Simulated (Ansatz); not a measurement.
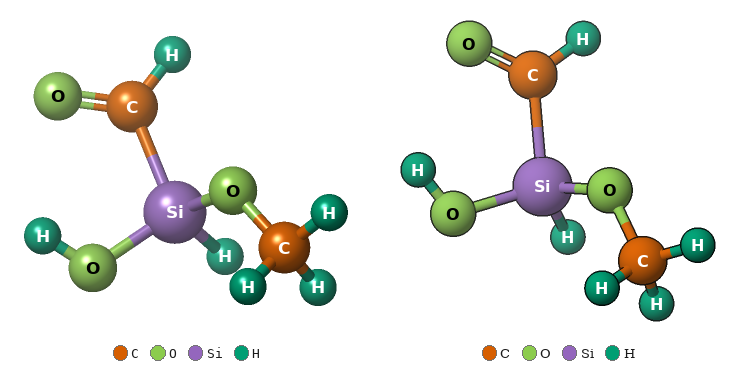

Two views of one molecule.

The computed structure is the end point of a PBE0-D4/def2-TZVP optimisation. No frequency run is at hand to confirm it as a minimum.

**Give the formula.**

C₂H₆O₃Si, 12 atoms: 2 carbon, 6 hydrogen, 3 oxygen and 1 silicon.

**What is its SMILES?**

CO[Si@@H](O)C=O

**Count the bonded pairs by element.**

4 C–H, 2 C–O, 2 O–Si, 1 C–Si, 1 Si–H, 1 O–H.

The parts below concern this one geometry. Atoms keep their numbers from picture to picture.

### Geometry

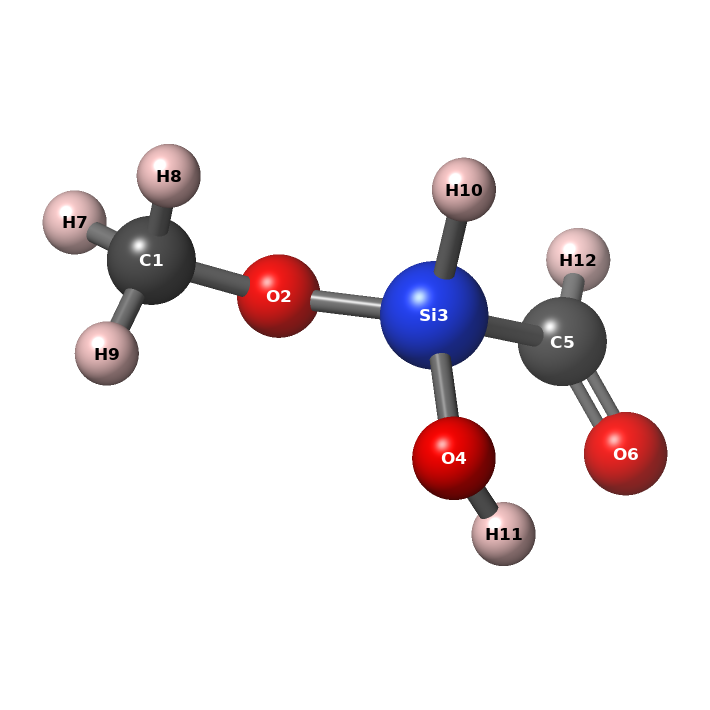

Atoms carry their numbers in the input. No frequency run is at hand to confirm it as a minimum.

Give these bond angles: O2–C1–H7, O2–C1–H8, O2–C1–H9, C1–O2–Si3, O2–Si3–O4, O2–Si3–C5, O2–Si3–H10, O4–Si3–C5, O4–Si3–H10, C5–Si3–H10, Si3–O4–H11, Si3–C5–O6, Si3–C5–H12, O6–C5–H12.

| angle | degrees |
| --- | --- |
| O2–C1–H7 | 108.3 |
| O2–C1–H8 | 111.5 |
| O2–C1–H9 | 110.7 |
| C1–O2–Si3 | 125.4 |
| O2–Si3–O4 | 115.7 |
| O2–Si3–C5 | 104.0 |
| O2–Si3–H10 | 109.2 |
| O4–Si3–C5 | 104.6 |
| O4–Si3–H10 | 108.1 |
| C5–Si3–H10 | 115.4 |
| Si3–O4–H11 | 113.6 |
| Si3–C5–O6 | 117.9 |
| Si3–C5–H12 | 123.0 |
| O6–C5–H12 | 119.2 |

### Levels of theory compared

No frequency run is at hand to confirm it as a minimum. Program: Ansatz 0.2.0.

Compare HOMO–LUMO gap (eV) at these levels: B3LYP-D4/def2-TZVPP; PBE-D4/def2-TZVPP; PBE0-D4/def2-TZVPP; r2SCAN-D4/def2-TZVPP; ωB97M-V/def2-TZVPP; ωB97X-V/def2-TZVPP.

```tsv
level	HOMO–LUMO gap (eV)
B3LYP-D4/def2-TZVPP	5.02
PBE-D4/def2-TZVPP	2.81
PBE0-D4/def2-TZVPP	5.48
r2SCAN-D4/def2-TZVPP	3.28
ωB97M-V/def2-TZVPP	10.11
ωB97X-V/def2-TZVPP	10.31
```

### Charges

The questions are on Mulliken charges. No frequency run is at hand to confirm it as a minimum. Level of theory: RKS PBE-D4/def2-TZVPP (Ansatz 0.2.0).

**Which atom carries the highest charge (most positive or least negative)?**

Si3 (0.50 e).

**And the lowest?**

O4 (−0.35 e).

Give the Mulliken charges atom by atom.

| atom | value (e) |
| --- | --- |
| C1 | −0.14 |
| O2 | −0.30 |
| Si3 | 0.50 |
| O4 | −0.35 |
| C5 | 0.07 |
| O6 | −0.23 |
| H7 | 0.11 |
| H8 | 0.09 |
| H9 | 0.11 |
| H10 | −0.10 |
| H11 | 0.20 |
| H12 | 0.05 |

### Dipole moment

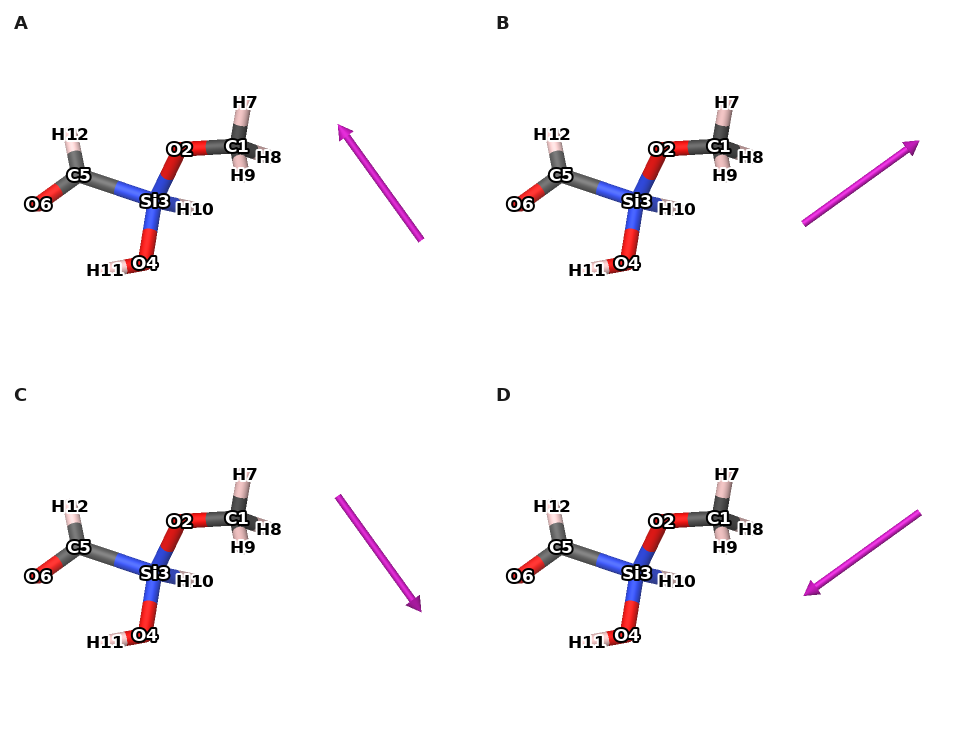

The same molecule four times, each with an arrow. No frequency run is at hand to confirm it as a minimum. Level of theory: RKS PBE-D4/def2-TZVPP (Ansatz 0.2.0).

**Which arrow points along the dipole moment, from the negative to the positive end?**

B. The dipole moment is 1.94 D; it points from the side of O6 to the side of H7 (the outermost atoms at the two ends).

Mulliken values depend strongly on the basis set and can even reverse the polarity of a bond.
